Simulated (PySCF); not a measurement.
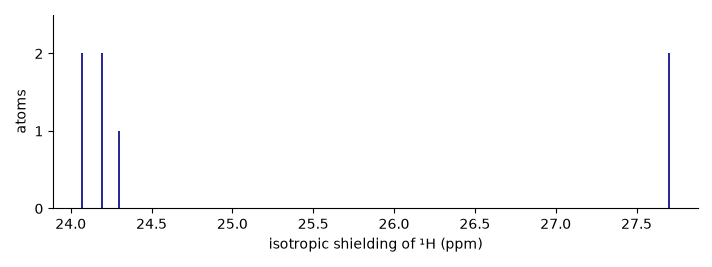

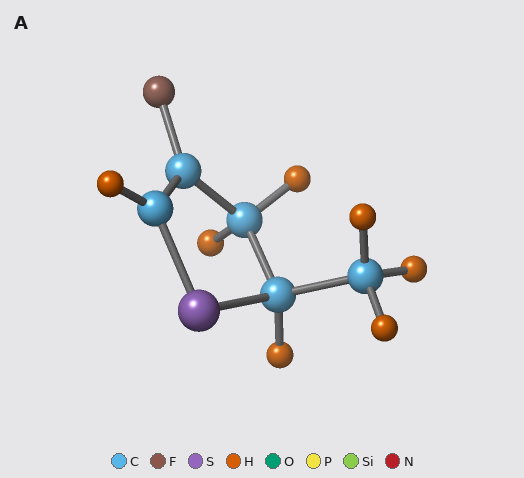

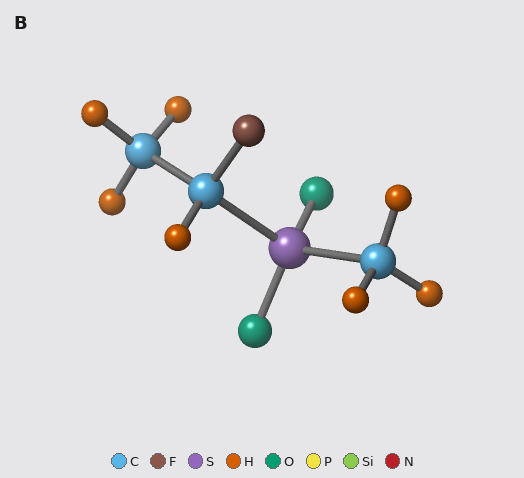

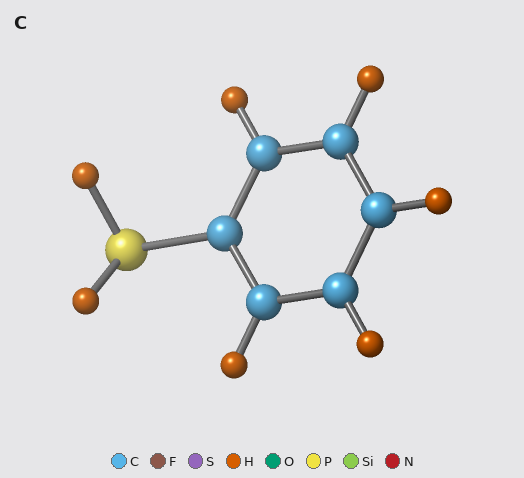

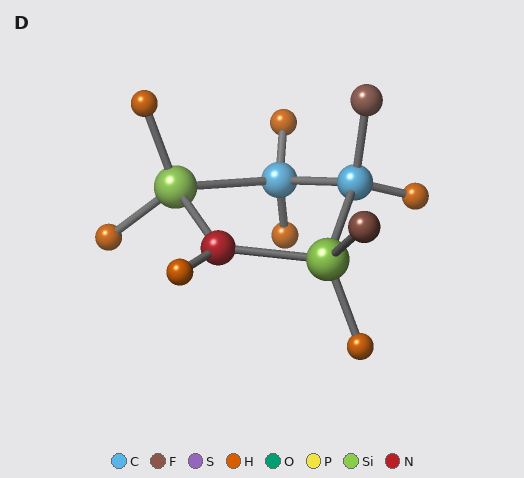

The sticks are computed shieldings of one of the molecules, for one fixed geometry (GFN2-xTB) without averaging over rotations. Low shielding means a high chemical shift. Method: GIAO PBE0/pcSseg-1 NMR shielding, non-relativistic, gas phase (PySCF 2.14.0).

Question: Match the spectrum to a structure.

Answer: C, `Pc1ccccc1`. Its 7 H atoms give lines at 24.07 (2 atoms), 24.19 (2 atoms), 24.30, 27.70 (2 atoms) ppm.

The geometry is semi-empirical. Around P, Si such bond lengths and angles can be off by a tenth of an ångström or more and by several degrees, and values that hang on the shape move with them.
